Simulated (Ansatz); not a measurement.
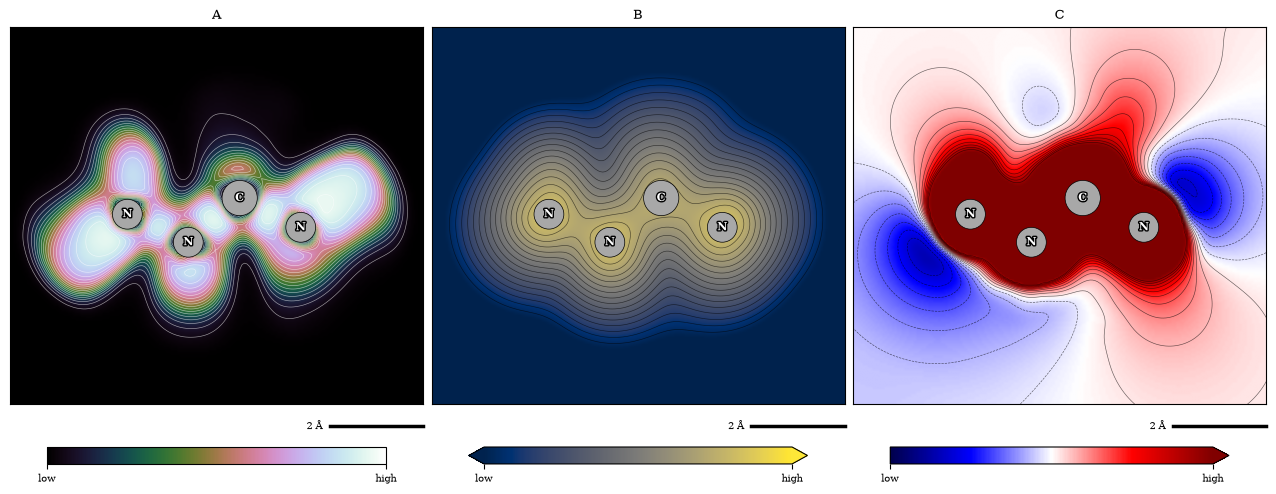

CH7N3O: 3 fields on the plane of atoms N3, C1 and N4, with unlabelled colour scales. Grey discs cover the atomic cores.

Geometry: B3LYP/6-31G*.

Method: Ansatz 0.2.0, isolated molecule in a Gaussian basis; Kohn-Sham density functional theory, functional PBE0.

**Which field does each panel show? The fields are: electron density, electron localisation function and electrostatic potential.**

Panel A: electron localisation function. Panel B: electron density. Panel C: electrostatic potential (strongly positive close to the atoms, with negative regions outside electron-rich atoms). From the grid: N–N (1.43 Å): the density is about 2.1 e/Å³ at the midpoint; the ELF peaks at about 0.90 between the atoms (a shared electron pair). C–N (1.45 Å): the density is about 2 e/Å³ at the midpoint; the ELF peaks at about 0.95 between the atoms (a shared electron pair).
